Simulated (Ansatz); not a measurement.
# A hypothetical structure for Al3C

Starting from a made-up structure for Al3C, the aim is the relaxed cell, its shortest contacts and, where a second run follows, its electronic structure.

Calculated with Ansatz 0.2.0; DFT, r2SCAN, plane-wave PAW, files of the set soft_1, scalar-relativistic, no spin, cell and ions relaxed at zero pressure; PAW set soft_1, in the first sound run; inputs show where later runs differ.

**1. The structure**

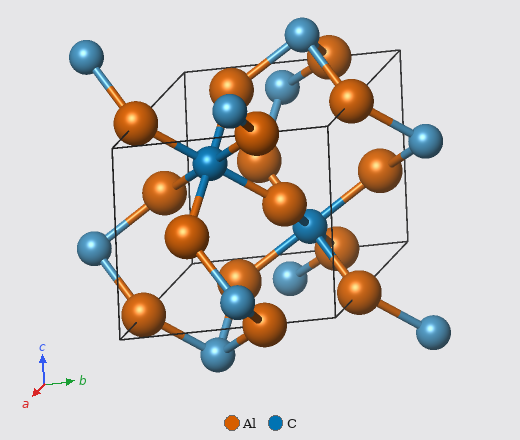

The cell as given, slightly off an axis (aluminium orange, carbon blue). Some periodic images of atoms are drawn too.

**2. Relaxation of the guess**

The guessed cell has no reason to be at equilibrium. It is relaxed with the atoms, within the space group of the guess.

input.yaml reads:

```yaml
crystal:
  lattice:
    - [5.259, 0.0, 0.0]
    - [-2.6295, 4.554427599, 0.0]
    - [0.0, 0.0, 4.905]
  atoms:
    - { symbol: Al, position: [0.0, 0.328800015, 0.5] }
    - { symbol: Al, position: [0.671199985, 0.671199985, 0.5] }
    - { symbol: Al, position: [0.328800015, 0.0, 0.5] }
    - { symbol: Al, position: [0.671199985, 0.0, 0.0] }
    - { symbol: Al, position: [0.328800015, 0.328800015, 0.0] }
    - { symbol: Al, position: [0.0, 0.671199985, 0.0] }
    - { symbol: C, position: [0.666666667, 0.333333333, 0.75] }
    - { symbol: C, position: [0.333333333, 0.666666667, 0.25] }
kpoints:
  mp_grid: { grid: [6, 6, 6] }
scf:
  occupations: { method: fermi_dirac, width: 0.05 }
hamiltonian:
  xc: r2scan
  pseudopotentials: { kind: paw, azcp: { folder: soft_1 } }
relax:
  f_tol: 0.015
  max_steps: 70
  cell: {}
output:
  forces: true
  stress: true
```

On the command line:

```sh
$ ansatz run input.yaml --threads 4 --pin off --max-ram 10240MiB --backend cpu --events-out ev --progress --plain --runs-dir out
```

Numbers of over 12 decimals in the logs are rounded to 6 here.

The log of the run:

```text
Engine: ansatz 0.2.0, x86_64-unknown-linux-gnu
Pseudopotentials: kind: paw
Pseudopotential: Al, paw, valence charge 3, recommended cutoff 500 eV (meta_gga), soft_1/Al.paw.azcp
Pseudopotential: C, paw, valence charge 4, recommended cutoff 500 eV (meta_gga), soft_1/C.paw.azcp
Functional definition: r2SCAN
  parameter k0 = 0.174
  parameter k1 = 0.065
  parameter a1 = 4.9479
  exchange = r2scan_x(k0 = k0, k1 = k1, a1 = a1)
  correlation = r2scan_c
Crystal: 8 atoms, lattice volume = 117.483 Å³
Basis set: ecut = 500 eV, 2981 PW (Γ), exchange–correlation on 160×160×144 points (64 copies of the dense FFT grid, shifted against one another)
Bands: 21, of which v1, the nominal top of the filled ones, is band 13 counted from 1 (12 counted from 0)
Symmetry: 12 space group operations
Space group: P6322 (ITA 182), of the structure as read, at distance tolerance 4.9e-5 Å
k-points: 28 of 216 (time reversal used)
Non-local potential: Al, projectors of the file, l = 0: 2, l = 1: 2, l = 2: 1
Non-local potential: C, projectors of the file, l = 0: 2, l = 1: 2, l = 2: 1
PAW form: soft (Blöchl's): semilocal exchange-correlation on the pseudo side does not see the compensation charge
PAW frozen core: Al, regenerated for the run's functional (the file was generated under x = pbe(κ = 0.804, μ = 0.219515), c = pbe(β = 0.066725))
PAW frozen core: C, regenerated for the run's functional (the file was generated under x = pbe(κ = 0.804, μ = 0.219515), c = pbe(β = 0.066725))
PAW one-centre angular grid: Al, 302 points (default); XC on 160 Gauss nodes
PAW one-centre angular grid: C, 302 points (default); XC on 219 of its mesh's 2255 points in the sphere
Initial density: superposition of atomic densities (chi_scale 0.1, normalization cell, long waves kept (reshape's long-wave potential 0.03 eV rms))
Initial wavefunctions: pseudopotential atomic-orbital guess
Functional: x = r2scan, c = r2scan; τ floored in thin density (d = 2e-4 eV/Å³)
SCF iter   1: F=—  HF=-3744.635310 eV  |F-HF|=—  |Δ(HF+E_count)|=         —  Δρ=6.11e-2  dr2=7.68e0  dr2_τ=6.79e-1  ethr=3.10e-3  ⟨swp⟩=6.7  Hψ=3216  notcnv=0  defer=2
preconditioner: auto → Kerker (q_TF=auto, 2.122 Å⁻¹)  [metal: Δε(μ)=0.011 eV  Ē_g=9.021 eV  σ=0.050 eV  W_gap=0.05  n_scr=20 (ndim 8)  ℏωp=17.5 eV  f_vac=0.000  D(μ)=4.31/eV (n_scr^D=28)]
SCF iter   2: F=—  HF=-3743.249505 eV  |F-HF|=—  |Δ(HF+E_count)|=    1.39e0  Δρ=2.37e-2  dr2=7.92e-1  dr2_τ=1.11e-1  ethr=3.10e-3  ⟨swp⟩=2.9  Hψ=1427  notcnv=0  defer=48
SCF iter   3: F=—  HF=-3743.211460 eV  |F-HF|=—  |Δ(HF+E_count)|=   3.80e-2  Δρ=1.21e-2  dr2=1.71e-1  dr2_τ=3.54e-3  ethr=3.05e-3  ⟨swp⟩=2.9  Hψ=903  notcnv=0  defer=48
SCF iter   4: F=—  HF=-3743.188818 eV  |F-HF|=—  |Δ(HF+E_count)|=   2.26e-2  Δρ=1.05e-3  dr2=2.15e-3  dr2_τ=5.85e-5  ethr=6.59e-4  ⟨swp⟩=3.0  Hψ=992  notcnv=0  defer=48
SCF iter   5: F=—  HF=-3743.189116 eV  |F-HF|=—  |Δ(HF+E_count)|=   2.98e-4  Δρ=2.91e-4  dr2=1.01e-4  dr2_τ=2.22e-6  ethr=8.27e-6  ⟨swp⟩=2.7  Hψ=917  notcnv=0  defer=48
SCF iter   6: F=—  HF=-3743.189171 eV  |F-HF|=—  |Δ(HF+E_count)|=   5.48e-5  Δρ=5.92e-5  dr2=5.14e-6  dr2_τ=1.64e-8  ethr=3.89e-7  ⟨swp⟩=2.0  Hψ=876  notcnv=0  defer=48
SCF iter   7: F=—  HF=-3743.189177 eV  |F-HF|=—  |Δ(HF+E_count)|=   5.90e-6  Δρ=1.24e-5  dr2=1.53e-7  dr2_τ=3.07e-9  ethr=1.98e-8  ⟨swp⟩=2.0  Hψ=902  notcnv=0  defer=48
SCF iter   8: F=-3743.189177 eV  HF=-3743.189177 eV  |F-HF|=1.57e-9  |Δ(HF+E_count)|=   1.00e-7  Δρ=1.80e-6  dr2=3.31e-9  dr2_τ=1.41e-10  ethr=3.85e-10  ⟨swp⟩=4.0  Hψ=1770  notcnv=0
SCF 1 converged in 8 iterations: F = -3743.189177 eV  dr2 = 3.31e-9
  greatest PAW one-centre occupation: 0.682 electrons in one spin orbital (limit 2), on the C atom at site 7 (counted from 0), in its partial waves of l = 0
relax step   1: F+E_penalty+E_count = -3743.18917726 eV  Δ(F+E_penalty+E_count) = +0.000e0 eV  max|allowed force component| = 9.647e-2 eV/Å  Δτ_max = 0.0000 Å  P = -10.724 GPa  Ω = 117.483 Å³  (8 SCF iters, dr2 threshold 1.00e-7 eV, accepted)
Crystal: 8 atoms, lattice volume = 106.620 Å³
Basis set: ecut = 500 eV, 2765 PW (Γ), exchange–correlation on 160×160×144 points (64 copies of the dense FFT grid, shifted against one another)
Initial density: handed on by an earlier stage of this run
Initial wavefunctions: those handed on with the density
iter 1 solved again at ethr=4.58e-4 eV; its pass at ethr=3.10e-3 eV (dr2=1.19e-1 eV) is discarded
SCF iter   1: F=—  HF=-3743.668986 eV  |F-HF|=—  |Δ(HF+E_count)|=         —  Δρ=7.99e-3  dr2=1.19e-1  dr2_τ=3.57e-2  ethr=4.58e-4  ⟨swp⟩=1.8  Hψ=3910  notcnv=0
preconditioner: auto → Kerker (q_TF=auto, 2.156 Å⁻¹)  [metal: Δε(μ)=0.076 eV  Ē_g=9.134 eV  σ=0.050 eV  W_gap=0.36  n_scr=20 (ndim 8)  ℏωp=18.3 eV  f_vac=0.000  D(μ)=2.04/eV (n_scr^D=8)]
SCF iter   2: F=—  HF=-3743.646812 eV  |F-HF|=—  |Δ(HF+E_count)|=   2.22e-2  Δρ=3.53e-3  dr2=2.77e-2  dr2_τ=8.97e-4  ethr=4.57e-4  ⟨swp⟩=3.0  Hψ=1195  notcnv=0  defer=1
SCF iter   3: F=—  HF=-3743.640090 eV  |F-HF|=—  |Δ(HF+E_count)|=   6.72e-3  Δρ=1.24e-3  dr2=3.49e-3  dr2_τ=6.37e-5  ethr=1.06e-4  ⟨swp⟩=2.2  Hψ=898  notcnv=0  defer=1
SCF iter   4: F=—  HF=-3743.639470 eV  |F-HF|=—  |Δ(HF+E_count)|=   6.20e-4  Δρ=1.74e-4  dr2=4.09e-5  dr2_τ=1.90e-7  ethr=1.34e-5  ⟨swp⟩=2.9  Hψ=916  notcnv=0  defer=1
SCF iter   5: F=—  HF=-3743.639501 eV  |F-HF|=—  |Δ(HF+E_count)|=   3.09e-5  Δρ=4.34e-5  dr2=1.95e-6  dr2_τ=1.72e-8  ethr=1.57e-7  ⟨swp⟩=2.0  Hψ=918  notcnv=0  defer=1
SCF iter   6: F=-3743.639503 eV  HF=-3743.639503 eV  |F-HF|=1.19e-7  |Δ(HF+E_count)|=   1.88e-6  Δρ=1.18e-5  dr2=1.76e-7  dr2_τ=2.20e-9  ethr=3.08e-9  ⟨swp⟩=4.0  Hψ=1816  notcnv=0
SCF 2 converged in 6 iterations: F = -3743.639503 eV  dr2 = 1.76e-7
  greatest PAW one-centre occupation: 0.685 electrons in one spin orbital (limit 2), on the C atom at site 7 (counted from 0), in its partial waves of l = 0
relax step   2: F+E_penalty+E_count = -3743.63950274 eV  Δ(F+E_penalty+E_count) = -4.503e-1 eV  max|allowed force component| = 2.346e-1 eV/Å  Δτ_max = 0.0477 Å  P = -1.881 GPa  Ω = 106.620 Å³  energy of the carried Pulay correction = +5.629e-4 eV  (6 SCF iters, dr2 threshold 8.00e-7 eV, accepted)
Crystal: 8 atoms, lattice volume = 105.388 Å³
Basis set: ecut = 500 eV, 2693 PW (Γ), exchange–correlation on 160×160×144 points (64 copies of the dense FFT grid, shifted against one another)
iter 1 solved again at ethr=9.96e-5 eV; its pass at ethr=3.10e-3 eV (dr2=2.59e-2 eV) is discarded
SCF iter   1: F=—  HF=-3743.668006 eV  |F-HF|=—  |Δ(HF+E_count)|=         —  Δρ=3.49e-3  dr2=2.60e-2  dr2_τ=2.63e-3  ethr=9.96e-5  ⟨swp⟩=1.9  Hψ=3585  notcnv=0
preconditioner: auto → Kerker (q_TF=auto, 2.161 Å⁻¹)  [metal: Δε(μ)=0.082 eV  Ē_g=9.213 eV  σ=0.050 eV  W_gap=0.39  n_scr=20 (ndim 8)  ℏωp=18.4 eV  f_vac=0.000  D(μ)=3.02/eV (n_scr^D=20)]
SCF iter   2: F=—  HF=-3743.665194 eV  |F-HF|=—  |Δ(HF+E_count)|=   2.81e-3  Δρ=1.33e-3  dr2=4.56e-3  dr2_τ=1.80e-4  ethr=9.96e-5  ⟨swp⟩=2.8  Hψ=997  notcnv=0
SCF iter   3: F=—  HF=-3743.664171 eV  |F-HF|=—  |Δ(HF+E_count)|=   1.02e-3  Δρ=4.30e-4  dr2=3.53e-4  dr2_τ=5.66e-6  ethr=1.76e-5  ⟨swp⟩=2.3  Hψ=801  notcnv=0
SCF iter   4: F=—  HF=-3743.664098 eV  |F-HF|=—  |Δ(HF+E_count)|=   7.34e-5  Δρ=4.51e-5  dr2=2.31e-6  dr2_τ=4.66e-8  ethr=1.36e-6  ⟨swp⟩=2.5  Hψ=864  notcnv=0
SCF iter   5: F=-3743.664099 eV  HF=-3743.664099 eV  |F-HF|=5.21e-8  |Δ(HF+E_count)|=   1.38e-6  Δρ=1.42e-5  dr2=3.12e-7  dr2_τ=5.76e-9  ethr=3.08e-9  ⟨swp⟩=4.0  Hψ=1821  notcnv=0
SCF 3 converged in 5 iterations: F = -3743.664099 eV  dr2 = 3.12e-7
  greatest PAW one-centre occupation: 0.686 electrons in one spin orbital (limit 2), on the C atom at site 7 (counted from 0), in its partial waves of l = 0
relax step   3: F+E_penalty+E_count = -3743.66409896 eV  Δ(F+E_penalty+E_count) = -2.460e-2 eV  max|allowed force component| = 3.579e-2 eV/Å  Δτ_max = 0.0204 Å  P = -0.162 GPa  Ω = 105.388 Å³  energy of the carried Pulay correction = +6.302e-4 eV  (5 SCF iters, dr2 threshold 8.00e-7 eV, accepted)
Crystal: 8 atoms, lattice volume = 105.318 Å³
iter 1 solved again at ethr=4.25e-6 eV; its pass at ethr=3.10e-3 eV (dr2=1.11e-3 eV) is discarded
SCF iter   1: F=—  HF=-3743.666126 eV  |F-HF|=—  |Δ(HF+E_count)|=         —  Δρ=7.29e-4  dr2=1.10e-3  dr2_τ=7.09e-5  ethr=4.25e-6  ⟨swp⟩=2.8  Hψ=3311  notcnv=0
preconditioner: auto → Kerker (q_TF=auto, 2.161 Å⁻¹)  [metal: Δε(μ)=0.055 eV  Ē_g=9.208 eV  σ=0.050 eV  W_gap=0.26  n_scr=20 (ndim 8)  ℏωp=18.4 eV  f_vac=0.000  D(μ)=2.98/eV (n_scr^D=20)]
SCF iter   2: F=—  HF=-3743.665954 eV  |F-HF|=—  |Δ(HF+E_count)|=   1.71e-4  Δρ=3.27e-4  dr2=2.41e-4  dr2_τ=6.56e-6  ethr=4.25e-6  ⟨swp⟩=1.8  Hψ=827  notcnv=0
SCF iter   3: F=—  HF=-3743.665915 eV  |F-HF|=—  |Δ(HF+E_count)|=   3.95e-5  Δρ=1.18e-4  dr2=2.62e-5  dr2_τ=6.00e-7  ethr=9.26e-7  ⟨swp⟩=2.1  Hψ=750  notcnv=0
SCF iter   4: F=—  HF=-3743.665914 eV  |F-HF|=—  |Δ(HF+E_count)|=   3.66e-7  Δρ=1.87e-5  dr2=3.67e-7  dr2_τ=1.25e-9  ethr=1.01e-7  ⟨swp⟩=2.9  Hψ=921  notcnv=0
SCF iter   5: F=-3743.665915 eV  HF=-3743.665915 eV  |F-HF|=1.03e-8  |Δ(HF+E_count)|=   3.20e-7  Δρ=3.54e-6  dr2=1.47e-8  dr2_τ=6.94e-11  ethr=1.39e-9  ⟨swp⟩=4.0  Hψ=1733  notcnv=0
SCF 4 converged in 5 iterations: F = -3743.665915 eV  dr2 = 1.47e-8
relax step   4: F+E_penalty+E_count = -3743.66591472 eV  Δ(F+E_penalty+E_count) = -1.816e-3 eV  max|allowed force component| = 1.150e-2 eV/Å  Δτ_max = 0.0042 Å  P = -0.084 GPa  Ω = 105.318 Å³  energy of the carried Pulay correction = +6.341e-4 eV  (5 SCF iters, dr2 threshold 3.62e-7 eV, accepted)
Crystal: 8 atoms, lattice volume = 105.190 Å³
iter 1 solved again at ethr=3.34e-6 eV; its pass at ethr=3.10e-3 eV (dr2=8.69e-4 eV) is discarded
SCF iter   1: F=—  HF=-3743.666698 eV  |F-HF|=—  |Δ(HF+E_count)|=         —  Δρ=7.23e-4  dr2=8.62e-4  dr2_τ=7.61e-5  ethr=3.34e-6  ⟨swp⟩=2.7  Hψ=3460  notcnv=0
preconditioner: auto → Kerker (q_TF=auto, 2.161 Å⁻¹)  [metal: Δε(μ)=0.059 eV  Ē_g=9.217 eV  σ=0.050 eV  W_gap=0.28  n_scr=20 (ndim 8)  ℏωp=18.5 eV  f_vac=0.000  D(μ)=2.86/eV (n_scr^D=20)]
SCF iter   2: F=—  HF=-3743.666571 eV  |F-HF|=—  |Δ(HF+E_count)|=   1.27e-4  Δρ=3.58e-4  dr2=1.97e-4  dr2_τ=5.08e-6  ethr=3.31e-6  ⟨swp⟩=1.9  Hψ=862  notcnv=0
SCF iter   3: F=—  HF=-3743.666556 eV  |F-HF|=—  |Δ(HF+E_count)|=   1.48e-5  Δρ=1.26e-4  dr2=2.28e-5  dr2_τ=6.54e-7  ethr=7.59e-7  ⟨swp⟩=1.3  Hψ=649  notcnv=0
SCF iter   4: F=—  HF=-3743.666556 eV  |F-HF|=—  |Δ(HF+E_count)|=   1.29e-7  Δρ=1.46e-5  dr2=2.10e-7  dr2_τ=1.76e-9  ethr=8.76e-8  ⟨swp⟩=2.8  Hψ=955  notcnv=0
SCF iter   5: F=-3743.666556 eV  HF=-3743.666556 eV  |F-HF|=8.33e-9  |Δ(HF+E_count)|=   1.92e-7  Δρ=3.27e-6  dr2=1.41e-8  dr2_τ=9.35e-11  ethr=4.46e-10  ⟨swp⟩=4.0  Hψ=1764  notcnv=0
SCF 5 converged in 5 iterations: F = -3743.666556 eV  dr2 = 1.41e-8
  greatest PAW one-centre occupation: 0.687 electrons in one spin orbital (limit 2), on the C atom at site 7 (counted from 0), in its partial waves of l = 0
relax step   5: F+E_penalty+E_count = -3743.66655602 eV  Δ(F+E_penalty+E_count) = -6.413e-4 eV  max|allowed force component| = 1.990e-3 eV/Å  Δτ_max = 0.0027 Å  P = +0.036 GPa  Ω = 105.190 Å³  energy of the carried Pulay correction = +6.411e-4 eV  (5 SCF iters, dr2 threshold 1.16e-7 eV, accepted)
Initial wavefunctions: pseudopotential atomic-orbital guess (no wavefunctions were taken with the density)
iter 1 solved again at ethr=1.43e-7 eV; its pass at ethr=3.10e-3 eV (dr2=3.72e-5 eV) is discarded
SCF iter   1: F=—  HF=-3743.665728 eV  |F-HF|=—  |Δ(HF+E_count)|=         —  Δρ=6.10e-5  dr2=3.44e-7  dr2_τ=1.56e-6  ethr=1.43e-7  ⟨swp⟩=3.0  Hψ=4990  notcnv=0
preconditioner: auto → Kerker (q_TF=auto, 2.161 Å⁻¹)  [metal: Δε(μ)=0.065 eV  Ē_g=9.213 eV  σ=0.050 eV  W_gap=0.31  n_scr=20 (ndim 8)  ℏωp=18.5 eV  f_vac=0.000  D(μ)=2.84/eV (n_scr^D=20)]
SCF iter   2: F=—  HF=-3743.665733 eV  |F-HF|=—  |Δ(HF+E_count)|=   4.79e-6  Δρ=3.27e-5  dr2=1.07e-7  dr2_τ=8.75e-8  ethr=1.32e-9  ⟨swp⟩=2.0  Hψ=959  notcnv=0
SCF iter   3: F=—  HF=-3743.665734 eV  |F-HF|=—  |Δ(HF+E_count)|=   1.49e-6  Δρ=1.81e-6  dr2=3.13e-9  dr2_τ=1.51e-10  ethr=4.11e-10  ⟨swp⟩=2.0  Hψ=962  notcnv=0
SCF iter   4: F=—  HF=-3743.665734 eV  |F-HF|=—  |Δ(HF+E_count)|=   4.23e-9  Δρ=5.96e-7  dr2=4.60e-10  dr2_τ=8.70e-12  ethr=1.20e-11  ⟨swp⟩=2.0  Hψ=957  notcnv=0
SCF iter   5: F=-3743.665734 eV  HF=-3743.665734 eV  |F-HF|=3.64e-12  |Δ(HF+E_count)|=  3.52e-10  Δρ=9.67e-8  dr2=1.25e-11  dr2_τ=2.06e-13  ethr=1.00e-12  ⟨swp⟩=4.0  Hψ=1830  notcnv=0
SCF 6 converged in 5 iterations: F = -3743.665734 eV  dr2 = 1.25e-11
relax step   6: F+E_penalty+E_count = -3743.66573429 eV  Δ(F+E_penalty+E_count) = +8.217e-4 eV  max|allowed force component| = 1.892e-3 eV/Å  Δτ_max = 0.0000 Å  P = +0.041 GPa  Ω = 105.190 Å³  stress off target by 5.43e-2 GPa  SCF on the basis re-selected at this cell (its energy is not comparable with the rows above)  (5 SCF iters)
basis re-selected at this cell: Δ(F+E_penalty+E_count) = +8.217e-4 eV, ΔP = +0.005 GPa vs the last step (what re-selecting the basis moved, of the pressure what is left beyond the Pulay correction that the steps carried, after the strain that the cell walked since its last selection, with what the two solves' SCF thresholds leave and, on support functions, any second-order correction that the steps lacked; it is no m [...]
Crystal: 8 atoms, lattice volume = 105.226 Å³
iter 1 solved again at ethr=5.81e-8 eV; its pass at ethr=3.10e-3 eV (dr2=1.51e-5 eV) is discarded
SCF iter   1: F=—  HF=-3743.665748 eV  |F-HF|=—  |Δ(HF+E_count)|=         —  Δρ=9.16e-5  dr2=1.53e-5  dr2_τ=1.85e-6  ethr=5.81e-8  ⟨swp⟩=1.9  Hψ=3189  notcnv=0
preconditioner: auto → Kerker (q_TF=auto, 2.161 Å⁻¹)  [metal: Δε(μ)=0.063 eV  Ē_g=9.210 eV  σ=0.050 eV  W_gap=0.30  n_scr=20 (ndim 8)  ℏωp=18.5 eV  f_vac=0.000  D(μ)=2.85/eV (n_scr^D=20)]
SCF iter   2: F=—  HF=-3743.665746 eV  |F-HF|=—  |Δ(HF+E_count)|=   1.68e-6  Δρ=3.68e-5  dr2=2.43e-6  dr2_τ=1.17e-7  ethr=5.81e-8  ⟨swp⟩=2.1  Hψ=936  notcnv=0
SCF iter   3: F=—  HF=-3743.665743 eV  |F-HF|=—  |Δ(HF+E_count)|=   2.83e-6  Δρ=1.47e-5  dr2=2.91e-7  dr2_τ=2.83e-9  ethr=9.36e-9  ⟨swp⟩=2.0  Hψ=828  notcnv=0
SCF iter   4: F=-3743.665743 eV  HF=-3743.665743 eV  |F-HF|=1.55e-9  |Δ(HF+E_count)|=   2.92e-9  Δρ=1.68e-6  dr2=2.89e-9  dr2_τ=1.31e-10  ethr=2.84e-11  ⟨swp⟩=3.0  Hψ=2270  notcnv=0
SCF 7 converged in 4 iterations: F = -3743.665743 eV  dr2 = 2.89e-9
relax step   7: F+E_penalty+E_count = -3743.66574303 eV  Δ(F+E_penalty+E_count) = -8.746e-6 eV  max|allowed force component| = 4.707e-5 eV/Å  Δτ_max = 0.0003 Å  P = +0.000 GPa  Ω = 105.226 Å³  energy of the carried Pulay correction = -2.565e-6 eV  (4 SCF iters, dr2 threshold 7.38e-9 eV, accepted)
iter 1 solved again at ethr=1.40e-7 eV; its pass at ethr=3.10e-3 eV (dr2=3.65e-5 eV) is discarded
SCF iter   1: F=—  HF=-3743.665749 eV  |F-HF|=—  |Δ(HF+E_count)|=         —  Δρ=1.71e-6  dr2=2.85e-9  dr2_τ=1.99e-10  ethr=1.40e-7  ⟨swp⟩=3.0  Hψ=4993  notcnv=0
eigensolver tolerance schedule: the retry pair's looser diagonalisation over-reported the residual by 12820.95 of it (diagonalisation noise at 1.38 of the residual, at the tolerance the schedule requests for it); recorded, not acted on — ethr = c·dr2/N_el stays at c = 1.0e-1
preconditioner: auto → Kerker (q_TF=auto, 2.161 Å⁻¹)  [metal: Δε(μ)=0.062 eV  Ē_g=9.211 eV  σ=0.050 eV  W_gap=0.29  n_scr=20 (ndim 8)  ℏωp=18.5 eV  f_vac=0.000  D(μ)=2.86/eV (n_scr^D=20)]
SCF iter   2: F=—  HF=-3743.665747 eV  |F-HF|=—  |Δ(HF+E_count)|=   2.51e-6  Δρ=1.09e-6  dr2=1.25e-9  dr2_τ=1.34e-11  ethr=1.10e-11  ⟨swp⟩=2.4  Hψ=993  notcnv=0
SCF iter   3: F=—  HF=-3743.665747 eV  |F-HF|=—  |Δ(HF+E_count)|=   1.12e-9  Δρ=2.57e-7  dr2=9.39e-11  dr2_τ=4.47e-12  ethr=4.80e-12  ⟨swp⟩=2.1  Hψ=904  notcnv=0
SCF iter   4: F=-3743.665747 eV  HF=-3743.665747 eV  |F-HF|=4.55e-13  |Δ(HF+E_count)|=  7.09e-11  Δρ=4.11e-8  dr2=1.88e-12  dr2_τ=3.16e-14  ethr=1.00e-12  ⟨swp⟩=4.0  Hψ=1785  notcnv=0
SCF 8 converged in 4 iterations: F = -3743.665747 eV  dr2 = 1.88e-12
relax step   8: F+E_penalty+E_count = -3743.66574653 eV  Δ(F+E_penalty+E_count) = -3.496e-6 eV  max|allowed force component| = 4.686e-5 eV/Å  Δτ_max = 0.0000 Å  P = +0.000 GPa  Ω = 105.226 Å³  stress off target by 1.71e-3 GPa  SCF on the basis re-selected at this cell (its energy is not comparable with the rows above)  (4 SCF iters)
basis re-selected at this cell: Δ(F+E_penalty+E_count) = -3.496e-6 eV, ΔP = -0.000 GPa vs the last step (what re-selecting the basis moved, of the pressure what is left beyond the Pulay correction that the steps carried, after the strain that the cell walked since its last selection, with what the two solves' SCF thresholds leave and, on support functions, any second-order correction that the steps lacked; it is no m [...]
SCF converged after 4 iterations
Free energy (F): -3743.665747 eV
Harris-Foulkes:  -3743.665747 eV  (|F-HF|=4.55e-13)
Internal energy: -3743.641545 eV  (E = F + TS)
E sigma→0 (E₀):  -3743.653646 eV
Entropy (-TS):   -0.024202 eV (-3.025 meV/atom)
Fermi energy:    9.054630 eV
--- Per-component energies (eV) ---
  E_band       = 77.037272
  E_kinetic    = 317.146706
  E_local      = -201.644477  (includes V_loc(G=0)·N_el)
  E_nonlocal   = 102.143185
  E_hartree    = 99.563001
  E_xc         = -305.749137
  E_vxc        = -320.851223  (∫ρ·V_xc dr)
  E_paw        = -3051.444198  (= ΣΔE_a)
  E_vpaw       = -34.035046  (= ΣTr[D̂ρ^β])
  E_aug_tail   = 0.000007  (compensation charges beyond the density's cutoff)
  E_vtau       = 15.152106  (kinetic-family band-sum trace: ∫τ·v_τ [+ j·A + Jᵃ·Aᵃ] dr)
  E_ewald      = -703.246436
  E_core_change = -0.410196  (= ΣΔE_core)
  E_smearing   = -0.024202  (= −TS)
  E_closure    = -0.000000  (closes the sum)
  Σ components = -3743.665747   (vs F -3743.665747, Δ=0.00e0)
--- Forces (eV/Å), atoms counted from 1 ---
  atom   1  Al     0.00002343    -0.00004058     0.00000000
  atom   2  Al     0.00002343     0.00004058    -0.00000000
  atom   3  Al    -0.00004686     0.00000000     0.00000000
  atom   4  Al     0.00004686     0.00000000     0.00000000
  atom   5  Al    -0.00002343    -0.00004058    -0.00000000
  atom   6  Al    -0.00002343     0.00004058     0.00000000
  atom   7  C     -0.00000000    -0.00000000    -0.00000000
  atom   8  C      0.00000000     0.00000000    -0.00000000
  max |Σ_I F_I| component: 7.29e-17 eV/Å
--- Stress (GPa, compression-positive) ---
       -0.000581      -0.000000       0.000000
       -0.000000      -0.000581       0.000000
        0.000000       0.000000       0.001713
  P = ⅓ Tr σ = 0.0002 GPa (0.002 kbar)
--- Relaxed structure (6 steps of the walk, 6 accepted, 2 SCFs on fresh bases) ---
  F+E_penalty+E_count = -3743.66574653 eV   max|allowed force component| = 4.686e-5 eV/Å   (the final SCF, on the basis selected at the relaxed cell)
  cell:  # Å, volume = 105.2265 Å³
    - [5.121718, 0, 0.0]
    - [-2.560859, 4.435538, 0]
    - [0, 0, 4.631942]
  atoms:
    - { symbol: Al, position: [0, 0.324862, 0.5] }
    - { symbol: Al, position: [0.675138, 0.675138, 0.5] }
    - { symbol: Al, position: [0.324862, -1.5473545178516305e-19, 0.5] }
    - { symbol: Al, position: [0.675138, -1.5473545178516228e-19, 0] }
    - { symbol: Al, position: [0.324862, 0.324862, 0] }
    - { symbol: Al, position: [1.6653345369377348e-16, 0.675138, 0] }
    - { symbol: C, position: [0.666667, 0.333333, 0.75] }
    - { symbol: C, position: [0.333333, 0.666667, 0.25] }
```

Run time: 8.4 s. Hardware: 4 threads of AMD EPYC 9B45 (Zen 5), shared host; peak memory 0.65 GiB.

[end of part 1 of 2]

[Logs are printed without paths, hosts, clocks, repeated set-up lines and the standing remarks that a program may print on its own settings, such as how far it seeks lower states.]

[Hosts, paths, dates, database ids (printed as entryN), source tags and the programs' standing remarks are cut or masked in the printed files.]
